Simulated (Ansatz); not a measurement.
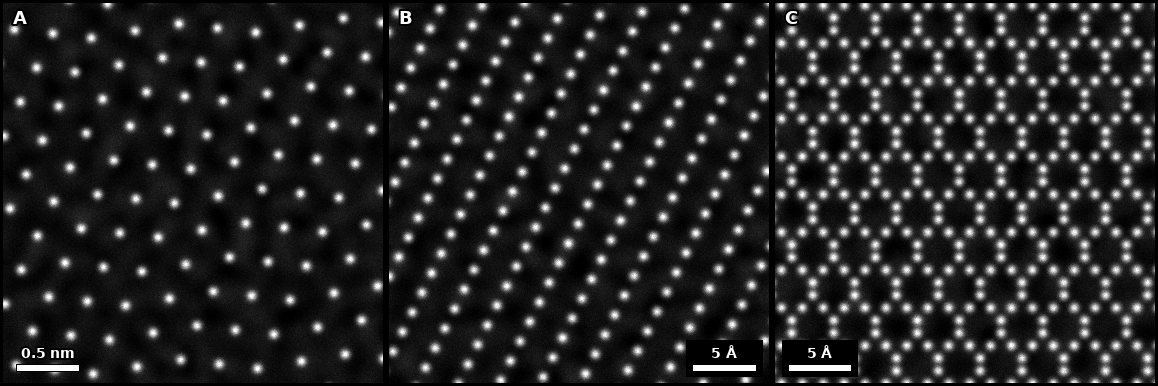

Three views of Pr (P6_3/mmc, No. 194) along different zone axes. The image is simulated as a sum over atoms of Z^1.7, blurred by a 0.62 Å probe (no channelling). The probe carries 15 % of its weight in a tail 2.5 times as wide. Shot noise and the speckle of an amorphous layer were added. Model: the input geometry of an electronic-structure calculation (not necessarily at equilibrium).

```
Pr
1.0
     3.54140    0.00000    0.00000
    -1.77070    3.06695    0.00000
     0.00000    0.00000   11.85118
Pr
4
Direct
  0.00000 0.00000 0.00000
  0.00000 0.00000 0.50000
  0.33333 0.66667 0.75000
  0.66667 0.33333 0.25000
```

Match the panels to the zone axes [100], [101] and [210].

Answer. A is [100]: projected cell 3.07 × 11.85 Å, 90°, plane group p2mg. B is [210]: projected cell 1.77 × 2.96 Å, 90°, plane group p2mm. C is [101]: projected cell 3.39 × 3.50 Å, 119°, plane group c2mm.
